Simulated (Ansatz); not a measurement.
# AlClF₂H₂O (built from SMILES O.[F][Al]([F])[Cl]): search for a transition state

Is there a first-order saddle for this four-centre ligand exchange, which should form Al1–O6, Cl2–H5 and break Al1–Cl2, H5–O6, and which two structures does it connect?

Computed with Ansatz 0.2.0, Gaussian basis. Level: PBE0-D4, def2-SVP first, then def2-TZVP.

## Step 1: The starting structure

The guess: 7 atoms, charge 0, spin multiplicity 1.

Atoms are counted from 1 here; the program's logs count them from 0.

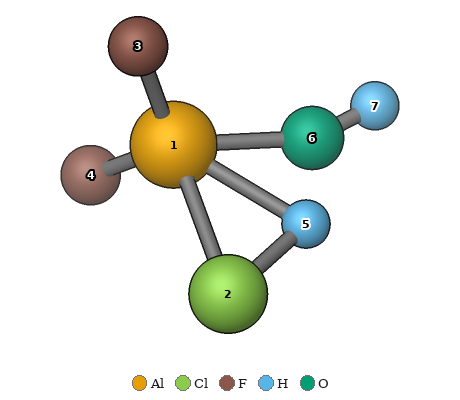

As it starts; aluminium amber, chlorine green, fluorine brown, hydrogen blue, oxygen teal; atoms are numbered from 1 in the order of the file.

As a file:

```
Al   -0.20110   -0.49170   -0.50870
Cl   -0.71140    1.63570   -0.79300
F     0.92500   -0.98640   -1.60000
F    -1.54360   -1.41060   -0.27280
H     0.03300    1.14370    0.41160
O     0.50720    0.09660    0.97240
H     0.99100    0.01270    1.79050
```

Distances that are to change: Al1–O6 1.74 Å, Cl2–H5 1.50 Å, Al1–Cl2 2.21 Å, H5–O6 1.28 Å.

## Step 2: Relaxing the guess with the reacting distances held

Contents of hold/in.yaml:

```yaml
crystal:
  periodic: [false, false, false]
  atoms:
    - {symbol: Al, position_ang: [-0.201100, -0.491700, -0.508700]}
    - {symbol: Cl, position_ang: [-0.711400, 1.635700, -0.793000]}
    - {symbol: F, position_ang: [0.925000, -0.986400, -1.600000]}
    - {symbol: F, position_ang: [-1.543600, -1.410600, -0.272800]}
    - {symbol: H, position_ang: [0.033000, 1.143700, 0.411600]}
    - {symbol: O, position_ang: [0.507200, 0.096600, 0.972400]}
    - {symbol: H, position_ang: [0.991000, 0.012700, 1.790500]}
basis:
  gaussian: {orbitals: def2-SVP}
hamiltonian: {xc: pbe0, dispersion: d4}
relax: {f_tol: 0.04, max_steps: 150, escape_saddle: false, constraints: [{distance: [0, 5]}, {distance: [1, 4]}, {distance: [0, 1]}, {distance: [4, 5]}]}
```

Started as:

```sh
ansatz run in.yaml --threads 4 --pin off --events-out ev --progress --plain --max-ram 9574MiB
```

Log (excerpt; [...] marks lines left out):

```text
Functional definition: PBE0
  name "PBE0"
  cite "Adamo & Barone, J. Chem. Phys. 110, 6158 (1999) doi:10.1063/1.478522"
  cite "Perdew, Burke & Ernzerhof, Phys. Rev. Lett. 77, 3865 (1996) doi:10.1103/PhysRevLett.77.3865"
  parent pbe
[...]
862 factors; integrals over basis functions are off by at most 3.0e-4 eV
[...]
mean field -26612.43402988 eV, -977.9889120423 hartree, gradient 7.2e-5 eV, S^2 0.000000; 0 other end points of the search recorded, 0 dependent functions left out
[...]
reference -26612.43405884 eV, -977.9889131065 hartree; 29, 29 occupied and 59, 59 virtual orbitals, 862 factors
relax step   1: F+E_penalty+E_count = -26612.55285675 eV  Δ(F+E_penalty+E_count) = +0.000e0 eV  max|allowed force component| = 8.453e-1 eV/Å  Δτ_max = 0.0000 Å  (25 SCF iters, accepted)
[...]
relax step   3: F+E_penalty+E_count = -26612.63761651 eV  Δ(F+E_penalty+E_count) = -9.247e-3 eV  max|allowed force component| = 1.528e-1 eV/Å  Δτ_max = 0.0305 Å  (28 SCF iters, accepted)
[...]
relax step   5: F+E_penalty+E_count = -26612.49283175 eV  Δ(F+E_penalty+E_count) = +1.487e-1 eV  max|allowed force component| = 2.674e0 eV/Å  Δτ_max = 0.1951 Å  (33 SCF iters, rejected (line search))
[...]
relax step   7: F+E_penalty+E_count = -26612.65886581 eV  Δ(F+E_penalty+E_count) = -6.326e-3 eV  max|allowed force component| = 6.774e-2 eV/Å  Δτ_max = 0.0370 Å  (28 SCF iters, accepted)
[...]
relax step  10: F+E_penalty+E_count = -26612.66563117 eV  Δ(F+E_penalty+E_count) = -6.315e-4 eV  max|allowed force component| = 1.181e-2 eV/Å  Δτ_max = 0.0089 Å  (22 SCF iters, accepted)
  distance Al 0 - O 5 held at 1.743973 Å   reaction = -1.4670e0 eV/Å
  distance Cl 1 - H 4 held at 1.499085 Å   reaction = -9.6968e-1 eV/Å
  distance Al 0 - Cl 1 held at 2.206142 Å   reaction = -8.9119e-1 eV/Å
  distance H 4 - O 5 held at 1.278976 Å   reaction = +6.1442e-1 eV/Å
862 factors; integrals over basis functions are off by at most 3.3e-4 eV
mean field -26612.54664785 eV, -977.9930506766 hartree, gradient 2.5e-5 eV, S^2 0.000000; 1 other end points of the search recorded, 0 dependent functions left out
[...]
reference -26612.54667649 eV, -977.9930517291 hartree; 29, 29 occupied and 59, 59 virtual orbitals, 862 factors
Total energy: -26612.66565981 eV, -977.9974242854 hartree
Atom 0 at    -0.229648    -0.513187    -0.466876 Å, force    -0.290443    -1.385834    -1.158527 eV/Å
Atom 1 at    -0.679633     1.625453    -0.768207 Å, force    -0.620984     1.132894    -0.945443 eV/Å
Atom 2 at     1.004325    -1.034789    -1.446066 Å, force     0.008875     0.001170    -0.000745 eV/Å
Atom 3 at    -1.611452    -1.421879    -0.384187 Å, force    -0.011809    -0.004913     0.000197 eV/Å
Atom 4 at    -0.004543     1.213025     0.505141 Å, force     0.601294    -0.797910     1.086682 eV/Å
Atom 5 at     0.334847     0.111902     1.060229 Å, force     0.314711     1.057295     1.022700 eV/Å
Atom 6 at     1.186203     0.019475     1.499966 Å, force    -0.001645    -0.002701    -0.004863 eV/Å
Dipole moment:     0.422647     0.455663     0.553366 e Å
```

It took 53 s on 4 threads of AMD EPYC, shared host; peak memory 0.19 GiB.

Along the way: (the energy doesn't fall at every step)

| step | energy from step 1 (eV) | largest force component (eV/Å) |
| --- | --- | --- |
| 1 | 0.0000 | 0.8453 |
| 2 | -0.0755 | 0.2275 |
| 3 | -0.0848 | 0.1528 |
| 4 | -0.0886 | 0.6354 |
| 5 | 0.0600 | 2.6741 |
| 6 | -0.0997 | 0.2442 |
| 7 | -0.1060 | 0.0677 |
| 8 | -0.1086 | 0.4064 |
| 9 | -0.1121 | 0.0567 |
| 10 | -0.1128 | 0.0118 |

Distances of close pairs at the start and the end, largest changes first:

| bond | before (Å) | after (Å) | change (Å) |
| --- | --- | --- | --- |
| Al1–H5 | 1.891 | 1.994 | +0.103 |
| Al1–F3 | 1.644 | 1.659 | +0.015 |
| Al1–F4 | 1.644 | 1.656 | +0.012 |
| O6–H7 | 0.954 | 0.963 | +0.009 |
| Al1–Cl2 | 2.206 | 2.206 | +0.000 |
| Al1–O6 | 1.744 | 1.744 | +0.000 |
| Cl2–H5 | 1.499 | 1.499 | +0.000 |

## Step 3: A starting Hessian

Contents of hessian/in.yaml:

```yaml
crystal:
  periodic: [false, false, false]
  atoms:
    - {symbol: Al, position_ang: [-0.229648, -0.513187, -0.466876]}
    - {symbol: Cl, position_ang: [-0.679633, 1.625453, -0.768207]}
    - {symbol: F, position_ang: [1.004325, -1.034789, -1.446066]}
    - {symbol: F, position_ang: [-1.611452, -1.421879, -0.384187]}
    - {symbol: H, position_ang: [-0.004543, 1.213025, 0.505141]}
    - {symbol: O, position_ang: [0.334847, 0.111902, 1.060229]}
    - {symbol: H, position_ang: [1.186203, 0.019475, 1.499966]}
basis:
  gaussian: {orbitals: def2-SVP}
hamiltonian: {xc: pbe0, dispersion: d4}
phonons: {}
scf: {lower_state_search: off}
```

Started as:

```sh
ansatz run in.yaml --threads 4 --pin off --events-out ev --progress --plain --max-ram 9574MiB
```

Log (excerpt; [...] marks lines left out):

```text
[... 5 set-up lines as earlier in the session ...]
[...]
859 factors; integrals over basis functions are off by at most 3.3e-4 eV
[...]
mean field -26612.54665734 eV, -977.9930510252 hartree, gradient 5.9e-6 eV, S^2 0.000000; 0 other end points of the search recorded, 0 dependent functions left out
[...]
reference -26612.54668609 eV, -977.9930520817 hartree; 29, 29 occupied and 59, 59 virtual orbitals, 859 factors
[... from here to the last solve, the lines of the solves are left out (41 solves) ...]
859 factors; integrals over basis functions are off by at most 3.3e-4 eV
mean field -26612.54662461 eV, -977.9930498225 hartree, gradient 1.1e-6 eV, S^2 0.000000; 0 other end points of the search recorded, 0 dependent functions left out
[...]
WARN: phonons: modes at or below zero, which the zero-point energy, F, S and C_V leave out: 1, the lowest at -721.77 cm⁻¹. A minimum has none, and a first-order saddle one
[...]
Total energy: -26612.66566940 eV, -977.9974246379 hartree
Atom 0 at    -0.229648    -0.513187    -0.466876 Å, force    -0.290969    -1.386192    -1.158507 eV/Å
Atom 1 at    -0.679633     1.625453    -0.768207 Å, force    -0.620966     1.132985    -0.945382 eV/Å
Atom 2 at     1.004325    -1.034789    -1.446066 Å, force     0.009056     0.001276    -0.000699 eV/Å
Atom 3 at    -1.611452    -1.421879    -0.384187 Å, force    -0.011558    -0.004700     0.000213 eV/Å
Atom 4 at    -0.004543     1.213025     0.505141 Å, force     0.601329    -0.798027     1.086558 eV/Å
Atom 5 at     0.334847     0.111902     1.060229 Å, force     0.314743     1.057367     1.022712 eV/Å
Atom 6 at     1.186203     0.019475     1.499966 Å, force    -0.001635    -0.002708    -0.004895 eV/Å
Dipole moment:     0.422649     0.455661     0.553368 e Å
Vibrations: -721.77 123.71 181.67 205.70 259.61 325.09 433.09 577.91 685.33 755.87 923.81 956.39 1017.82 1703.66 3927.37 cm⁻¹, zero-point energy 0.748680 eV
Checks for a lower state left out: stability, starts, cluster_reference, orbital_swaps, neighbouring_geometries, increment
```

Wall time 87 s (4 threads of AMD EPYC, shared host); peak memory 0.17 GiB.

The structure is not stationary yet, so these wavenumbers are no spectrum; the search needs only the force constants.

## Step 4: Saddle search in the small basis

The search itself is an outer loop (partitioned rational-function steps, Bofill update of the Hessian). Each step is one single-point run with forces. It stops when the largest force is under 0.04 eV/Å and the followed curvature is negative. The first step's input:

Contents of presaddle/in.yaml:

```yaml
crystal:
  periodic: [false, false, false]
  atoms:
    - {symbol: Al, position_ang: [-0.229648, -0.513187, -0.466876]}
    - {symbol: Cl, position_ang: [-0.679633, 1.625453, -0.768207]}
    - {symbol: F, position_ang: [1.004325, -1.034789, -1.446066]}
    - {symbol: F, position_ang: [-1.611452, -1.421879, -0.384187]}
    - {symbol: H, position_ang: [-0.004543, 1.213025, 0.505141]}
    - {symbol: O, position_ang: [0.334847, 0.111902, 1.060229]}
    - {symbol: H, position_ang: [1.186203, 0.019475, 1.499966]}
basis:
  gaussian: {orbitals: def2-SVP}
hamiltonian: {xc: pbe0, dispersion: d4}
output: {forces: true}
scf: {lower_state_search: off}
```

Started as:

```sh
ansatz run in.yaml --threads 4 --pin off --events-out ev --progress --plain --max-ram 9574MiB
```

The driver's record:

| step | energy (eV) | largest force (eV/Å) | followed curvature (eV/Å²) |
| --- | --- | --- | --- |
| 1 | -26612.66566 | 1.3862 | -4.35 |
| 2 | -26612.56322 | 0.7932 | -3.52 |
| 3 | -26612.48875 | 0.9414 | -1.88 |
| 4 | -26612.43925 | 1.4687 | 0.04 |
| 5 | -26612.44793 | 1.0388 | -4.97 |
| 6 | -26612.46897 | 0.7205 | -3.95 |
| 7 | -26612.48711 | 0.5566 | -3.86 |
| 8 | -26612.47413 | 0.5821 | -2.12 |
| 9 | -26612.47443 | 0.5294 | -0.79 |
| 10 | -26612.46913 | 0.5117 | -0.26 |
| 11 | -26612.46330 | 0.4632 | -0.41 |
| 14 | -26612.41786 | 0.4780 | -1.69 |
| 17 | -26612.40896 | 0.2766 | 0.16 |
| 20 | -26612.37984 | 0.6413 | 0.57 |
| 23 | -26612.18770 | 2.3628 | -6.21 |
| 26 | -26612.39707 | 0.4188 | -6.23 |
| 29 | -26612.40495 | 0.3947 | -3.17 |
| 32 | -26612.39571 | 0.2215 | -1.49 |
| 35 | -26612.39230 | 0.3011 | -0.30 |
| 38 | -26612.35438 | 0.1577 | -0.05 |
| 41 | -26612.27742 | 1.5298 | 0.61 |
| 44 | -26612.23994 | 1.4228 | 0.33 |
| 47 | -26612.22851 | 1.3972 | 0.30 |
| 50 | -26612.13660 | 0.9982 | 0.21 |
| 53 | -26611.99448 | 0.5043 | -4.30 |
| 54 | -26611.97866 | 0.7231 | -3.42 |
| 55 | -26611.95436 | 1.1667 | -5.40 |
| 56 | -26612.00400 | 0.2701 | -3.13 |
| 57 | -26611.98434 | 0.9688 | -3.20 |
| 58 | -26611.99682 | 0.4018 | -3.83 |
| 59 | -26612.00298 | 0.3519 | -3.75 |
| 60 | -26612.00817 | 0.2287 | -3.52 |

The 60 steps took 2.1 min in all (4 threads of AMD EPYC, shared host).

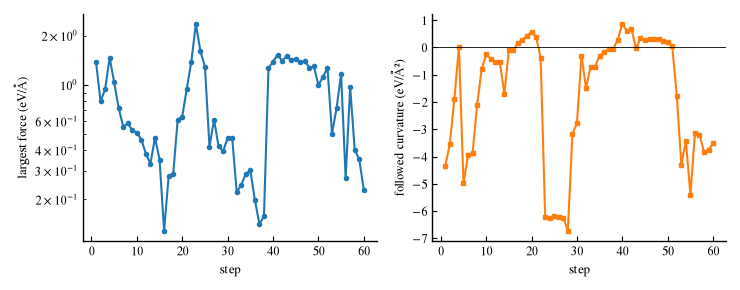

Largest force and followed curvature during the search.

## Step 5: Outcome

| quantity | value |
| --- | --- |
| search | not converged after 60 steps |
| last largest force | 0.229 eV/Å |
| last followed curvature | -3.52 eV/Å² |

**Reading.** No saddle point was found from this guess, so no barrier can be given. The curvature is negative, but the forces are still above the tolerance.
